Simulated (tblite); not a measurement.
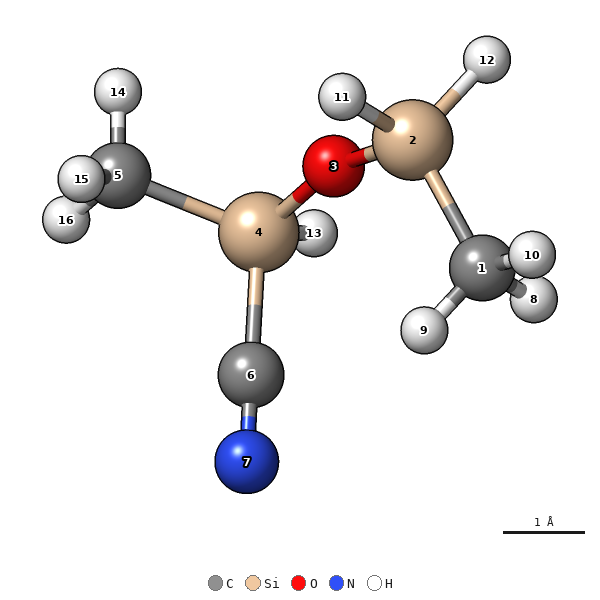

The structure (ball-and-stick view, seen at a tilt; atoms are numbered from 1 in the order of the input). Bond lengths as drawn: C–H 1.09 Å, C–N 1.15 Å, C–Si 1.88 to 1.89 Å, H–Si 1.46 Å and O–Si 1.61 to 1.63 Å.

**Frequency calculation of C$_{3}$H$_{9}$NOSi$_{2}$**

The run: frequency calculation of C$_{3}$H$_{9}$NOSi$_{2}$, SMILES C[SiH2]O[Si@H](C)C#N. Method and program: GFN2-xTB harmonic vibrations, gas phase (tblite 0.8.0).

It belongs to a series of runs on one base structure; here: H on Si replaced by CN.

Log:
```
mode    cm-1     km/mol
  1       9.4      1.71
  2      31.0      0.83
  3      40.3      2.74
  4     106.2      0.78
  5     109.5      5.24
  6     113.9      1.99
  7     141.1      3.90
  8     188.6     17.91
  9     239.9     16.08
 10     331.1      5.14
 11     347.9      8.58
 12     472.0     56.04
 13     519.1      9.94
 14     600.3     17.18
 15     610.7     23.92
 16     626.6    111.73
 17     671.3    156.80
 18     702.0     97.89
 19     761.3     75.72
 20     772.8    202.75
 21     779.2    149.98
 22     821.5     68.57
 23     827.1    190.14
 24     835.6    268.27
 25     855.3     94.88
 26    1080.5    793.64
 27    1375.0     16.83
 28    1375.9     17.32
 29    1476.9      0.68
 30    1480.0      0.74
 31    1480.3      0.52
 32    1482.7      0.62
 33    2237.5    330.68
 34    2255.2    276.46
 35    2260.0    261.56
 36    2359.4     14.94
 37    3027.0     19.31
 38    3027.7     30.65
 39    3032.3     18.60
 40    3036.9     22.97
 41    3044.3     17.59
 42    3050.8     26.27
```

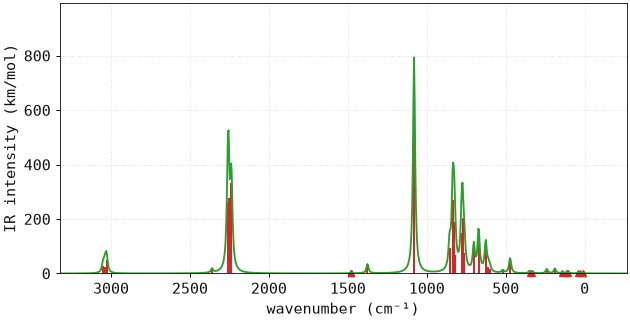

Harmonic infrared spectrum, unscaled: sticks (degenerate modes added up, dark ones marked on the axis) with a Lorentzian envelope of 16 cm⁻¹ full width, scaled to the tallest stick. 42 modes from 9 to 3051 cm⁻¹, none imaginary. The strongest line is at 1080 cm⁻¹ (794 km/mol).

This output came from the following input.

The input:
```
{"job": {"kind": "ir", "xc": "GFN2-xTB", "basis": "xTB"}, "charge": 0, "multiplicity": 1}
C      2.575261    -0.730344     0.459703
Si     1.683936     0.906398     0.129981
O      0.120046     0.603858    -0.234381
Si    -1.302159    -0.155512    -0.319157
C     -2.651852     0.893905     0.492880
C     -1.157596    -1.755906     0.651003
N     -1.059551    -2.730374     1.245337
H      2.588073    -1.360326    -0.426107
H      2.081781    -1.293866     1.248132
H      3.604951    -0.567969     0.762552
H      1.647429     1.766428     1.313853
H      2.184552     1.597673    -1.058055
H     -1.524352    -0.505549    -1.721202
H     -2.755242     1.850963    -0.011319
H     -2.427915     1.096440     1.537681
H     -3.614960     0.393125     0.452656
```

The first line tells a small driver script what to run in tblite; the rest is the geometry in Å.

Run as:
```bash
OMP_NUM_THREADS=1 python <driver script> task.json out
```

Key numbers:

| quantity | value |
| --- | --- |
| outcome | converged |
| total energy | −585.2513 eV |
| zero-point energy | 69.4720 kcal/mol |
| hardware | 1 CPU thread, shared host |
| wall time | 0.95 s |
| peak memory | 0.18 GiB |
